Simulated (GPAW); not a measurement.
## STM contrast on a 8-layer slab of Li(100)

What would a tunnelling microscope show on a 8-layer slab of Li(100)?

Calculated with GPAW 26.7.0; GPAW, PAW setups; slab in vacuum, relaxation, in the first sound run; inputs show where later runs differ.

**1. The structure**

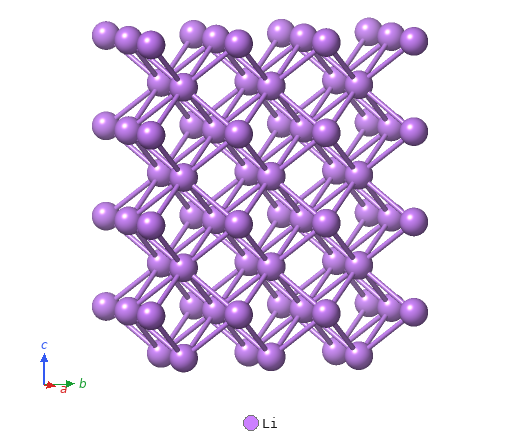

The starting structure, seen from the side, with the c axis up (lithium purple). 2×3×1 cells are drawn. Some periodic images of atoms are drawn too.

The cell holds 8 atoms: 8 Li. Cell: a = 3.490 Å, b = 3.490 Å, c = 26.215 Å, α = 90.0°, β = 90.0°, γ = 90.0°. Vacuum lies along c.

**2. Relaxing the atoms**

Forces are removed first; all later runs use this geometry. The lowest 4 atoms are held at bulk positions and keep their forces.

File run.py:

```python
import json
import numpy as np
from ase import Atoms
from ase.constraints import FixAtoms
from ase.optimize import BFGS
from gpaw import GPAW, PW

slab = Atoms(
    ['Li', 'Li', 'Li', 'Li', 'Li', 'Li', 'Li', 'Li'],
    positions=[
        [1.74500, 1.74500, 7.00000],
        [0.00000, 0.00000, 8.74500],
        [1.74500, 1.74500, 10.49000],
        [0.00000, 0.00000, 12.23500],
        [1.74500, 1.74500, 13.98000],
        [0.00000, 0.00000, 15.72500],
        [1.74500, 1.74500, 17.47000],
        [0.00000, 0.00000, 19.21500]],
    cell=[[3.49, 0.0, 0.0], [0.0, 3.49, 0.0], [0.0, 0.0, 26.215]],
    pbc=[True, True, False])

slab.calc = GPAW(mode=PW(400), xc='PBE', kpts={'size': (9, 9, 1), 'gamma': True},
                 occupations={'name': 'fermi-dirac', 'width': 0.1}, nbands='300%',
                 convergence={'density': 1e-05}, maxiter=200,
                 poissonsolver={'dipolelayer': 'xy'},
                 symmetry={'tolerance': 1e-3, 'extra_ids': [1, 1, 1, 1, 0, 0, 0, 0]}, txt='slab.txt')
result = {}
slab.set_constraint(FixAtoms([0, 1, 2, 3]))
path = []
opt = BFGS(slab, maxstep=0.2)
opt.attach(lambda: path.append((slab.get_potential_energy(), slab.positions.tolist(), slab.get_forces().tolist())))
result['relaxed'] = bool(opt.run(fmax=0.03, steps=40))
result['path'] = path
energy = slab.get_potential_energy()
fermi = slab.calc.get_fermi_level()
v = slab.calc.get_electrostatic_potential().mean((0, 1)) - fermi
n = slab.calc.get_pseudo_density().mean((0, 1))
L = slab.cell[2, 2]
z = np.arange(len(v)) * L / len(v)
low, high = slab.positions[:, 2].min(), slab.positions[:, 2].max()
below, above = np.interp([low - 4.8, high + 4.8], z, v)
slopes = [np.interp(x, z, np.gradient(v, z)) for x in (low - 4.8, high + 4.8)]
eps = np.array([[slab.calc.get_eigenvalues(k, s) for k in range(len(slab.calc.get_ibz_k_points()))]
                for s in range(slab.calc.get_number_of_spins())]) - fermi
top, bottom = eps[eps < 0].max(), eps[eps > 0].min()
dipole = slab.get_dipole_moment()[2]
print(f'energy {energy:.4f} eV, Fermi level {fermi:.4f} eV, dipole {dipole:.5f} e A')
print(f'potential 4.8 A off the faces, from the Fermi level: lower {below:.4f} eV, upper {above:.4f} eV')
print(f'slope of the potential there: lower {slopes[0]:.5f}, upper {slopes[1]:.5f} eV/A')
print(f'nearest levels on the mesh: {top:.4f} and {bottom:.4f} eV')
print('magnetic moment', round(slab.get_magnetic_moment(), 3))
result.update(energy=energy, fermi=fermi, dipole=dipole, below=below, above=above, slopes=slopes, edges=[top, bottom],
              z=z.tolist(), v=v.tolist(), n=n.tolist(), positions=slab.positions.tolist(),
              forces=slab.get_forces(apply_constraint=False).tolist(), moments=slab.get_magnetic_moments().tolist())
json.dump(result, open('result.json', 'w'))
```

The run is started by

```bash
$ OMP_NUM_THREADS=1 OPENBLAS_NUM_THREADS=1 python run.py
```

Output:

```text
Step          Energy          fmax
BFGS:    0      -14.556001        0.076088
BFGS:    1      -14.556092        0.074609
BFGS:    2      -14.558392        0.038279
BFGS:    3      -14.558420        0.038083
BFGS:    4      -14.560202        0.041997
BFGS:    5      -14.560258        0.047369
BFGS:    6      -14.560373        0.053224
BFGS:    7      -14.560697        0.061854
BFGS:    8      -14.561316        0.067069
BFGS:    9      -14.562255        0.058939
BFGS:   10      -14.563012        0.034022
BFGS:   11      -14.563254        0.033556
BFGS:   12      -14.563301        0.034590
BFGS:   13      -14.563347        0.034317
BFGS:   14      -14.563481        0.032682
BFGS:   15      -14.563751        0.028752
energy -14.5002 eV, Fermi level -1.1885 eV, dipole 0.00089 e A
potential 4.8 A off the faces, from the Fermi level: lower 2.9920 eV, upper 2.9811 eV
slope of the potential there: lower -0.00240, upper 0.00246 eV/A
nearest levels on the mesh: -0.0534 and 0.0067 eV
magnetic moment 0.0
```

It took 5.7 min on 1 thread of Arm Neoverse V2, shared host; peak memory 0.22 GiB.

Step by step:

| step | energy less that of the first step (eV) | largest force (eV/Å) |
| --- | --- | --- |
| 1 | 0.0000 | 0.0761 |
| 2 | -0.0001 | 0.0746 |
| 3 | -0.0026 | 0.0383 |
| 4 | -0.0026 | 0.0381 |
| 5 | -0.0051 | 0.0420 |
| 6 | -0.0052 | 0.0474 |
| 7 | -0.0055 | 0.0532 |
| 8 | -0.0060 | 0.0619 |
| 9 | -0.0070 | 0.0671 |
| 10 | -0.0083 | 0.0589 |
| 11 | -0.0093 | 0.0340 |
| 12 | -0.0094 | 0.0336 |
| 13 | -0.0094 | 0.0346 |
| 14 | -0.0094 | 0.0343 |
| 15 | -0.0094 | 0.0327 |
| 16 | -0.0095 | 0.0288 |

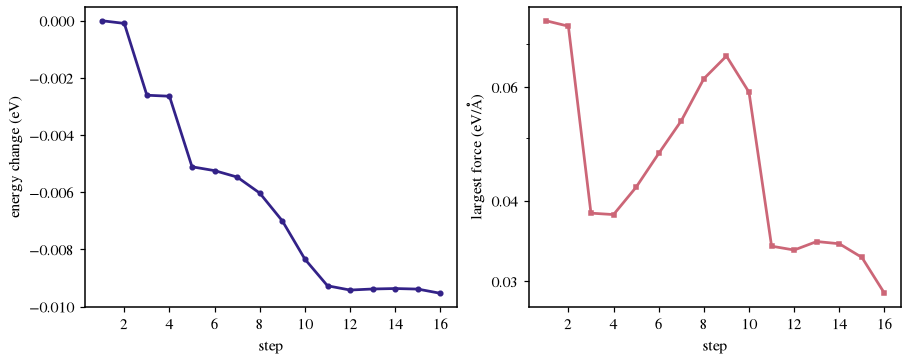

Energy and largest force along the relaxation.

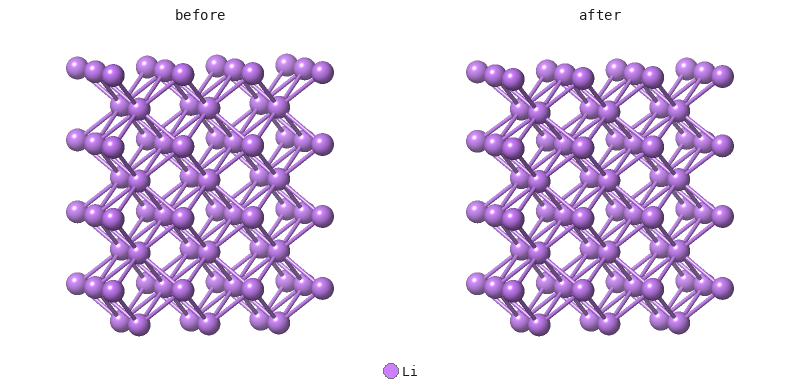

The structure before and after the relaxation, drawn at the same scale.

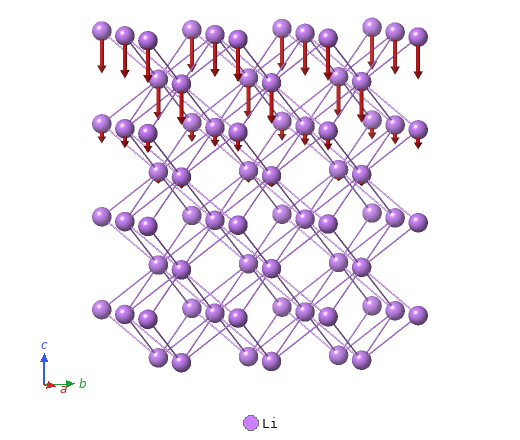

Displacements in the relaxation, exaggerated; the longest in the cell stands for 0.19 Å. 2×3×1 cells are drawn. Some periodic images of atoms are drawn too.

The atoms that moved most (Å):

| atom | dx | dy | dz | length |
| --- | --- | --- | --- | --- |
| Li8 | 0.000 | 0.000 | -0.190 | 0.190 |
| Li7 | 0.000 | 0.000 | -0.182 | 0.182 |
| Li6 | 0.000 | 0.000 | -0.063 | 0.063 |
| Li5 | 0.000 | 0.000 | -0.020 | 0.020 |

The relaxed structure:

```xyz
8
Lattice="3.4900 0.0000 0.0000 0.0000 3.4900 0.0000 0.0000 0.0000 26.2150" Properties=species:S:1:pos:R:3
Li    1.7450    1.7450    7.0000
Li    0.0000    0.0000    8.7450
Li    1.7450    1.7450   10.4900
Li    0.0000    0.0000   12.2350
Li    1.7450    1.7450   13.9601
Li    0.0000    0.0000   15.6616
Li    1.7450    1.7450   17.2880
Li    0.0000    0.0000   19.0250
```

This step gave:

- dipole along the normal: 8.88e-4 e·Å
- levels nearest the Fermi level on the mesh: -0.05339, 0.006679 eV from the Fermi level
- upper work function: 2.981 eV
- lower work function: 2.992 eV

The electrostatic potential energy of an electron (without an applied field's), less the Fermi level, planar mean oscillates, so the rows of the table below give means over windows of 1.68 Å about each position, cut where the curve ends. Its maxima inside the range that stand out by 2 % of the span (Å: eV): 7.9: 0.628, 9.6: 0.708, 11.3: 0.706, 13.1: 0.663, 14.8: 0.628, 16.5: 0.403, 18.1: 0.640. Its minima: 7.0: -1.67, 8.7: -1.27, 10.5: -1.29, 12.3: -1.31, 13.9: -1.32, 15.6: -1.30, 17.3: -1.30, 19.0: -1.65.

Electrostatic potential energy of an electron (without an applied field's), less the Fermi level, planar mean against z; means over each step:

| z (Å) | electrostatic potential energy of an electron (without an applied field's), less the Fermi level, planar mean (eV) |
| --- | --- |
| 0.84 | 2.99 |
| 2.52 | 2.99 |
| 4.20 | 2.91 |
| 5.88 | 1.47 |
| 7.56 | -0.384 |
| 9.24 | -0.194 |
| 10.92 | -0.206 |
| 12.60 | -0.248 |
| 14.28 | -0.269 |
| 15.96 | -0.364 |
| 17.64 | -0.268 |
| 19.32 | -0.242 |
| 21.00 | 2.61 |
| 22.68 | 2.97 |
| 24.36 | 2.98 |
| 26.04 | 2.98 |

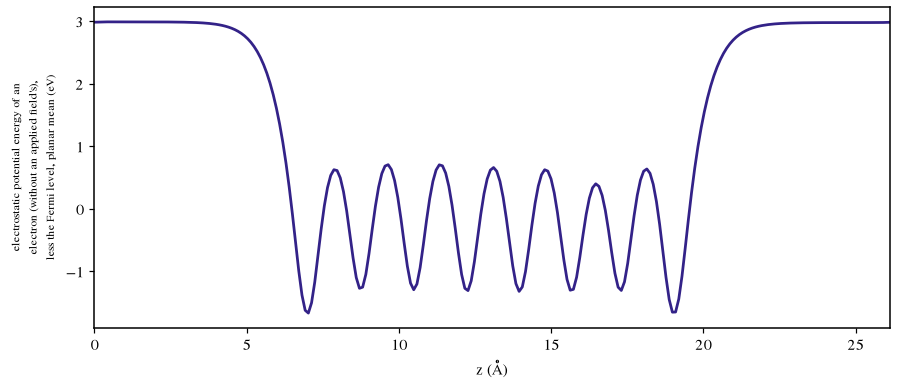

Electrostatic potential energy of an electron (without an applied field's), less the Fermi level, planar mean against z.

The pseudo valence density, planar mean oscillates, so the rows of the table below give means over windows of 2 Å about each position, cut where the curve ends. Its maxima inside the range that stand out by 2 % of the span (Å: e/Å³): 6.7: 0.0322, 8.2: 0.0538, 9.9: 0.0511, 11.1: 0.0514, 13.4: 0.0520, 15.1: 0.0535, 16.1: 0.0538, 17.8: 0.0549, 19.3: 0.0318. Its minima: 6.9: 0.0288, 8.8: 0.0380, 10.5: 0.0371, 12.2: 0.0377, 14.1: 0.0387, 15.7: 0.0406, 17.2: 0.0408, 19.1: 0.0287.

Table of pseudo valence density, planar mean by z; means over each step:

| z (Å) | pseudo valence density, planar mean (e/Å³) |
| --- | --- |
| 0 | 1.3e-6 |
| 2 | 3.1e-5 |
| 4 | 0.00127 |
| 6 | 0.0190 |
| 8 | 0.0465 |
| 10 | 0.0472 |
| 12 | 0.0477 |
| 14 | 0.0484 |
| 16 | 0.0499 |
| 18 | 0.0476 |
| 20 | 0.0193 |
| 22 | 0.00133 |
| 24 | 3.3e-5 |
| 26 | 1.4e-6 |

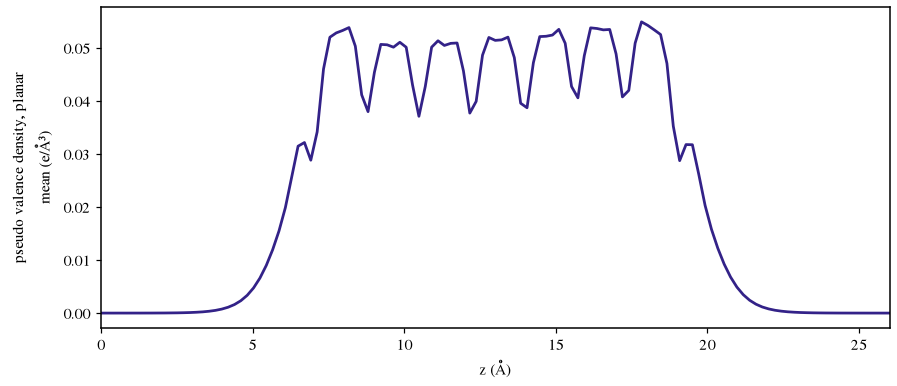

Pseudo valence density, planar mean, plotted against z.

The relaxation lowered the energy of the cell by 0.00953 eV (energies extrapolated to zero smearing; the optimiser's log prints free energies). The largest force left on a free atom is 0.029 eV/Å.

(Part 1 of 2 ends here.)

[Logs are printed without paths, hosts, clocks, repeated set-up lines and the standing remarks that a program may print on its own settings, such as how far it seeks lower states.]

[Hosts, paths, dates, database ids (printed as entryN), source tags and the programs' standing remarks are cut or masked in the printed files.]
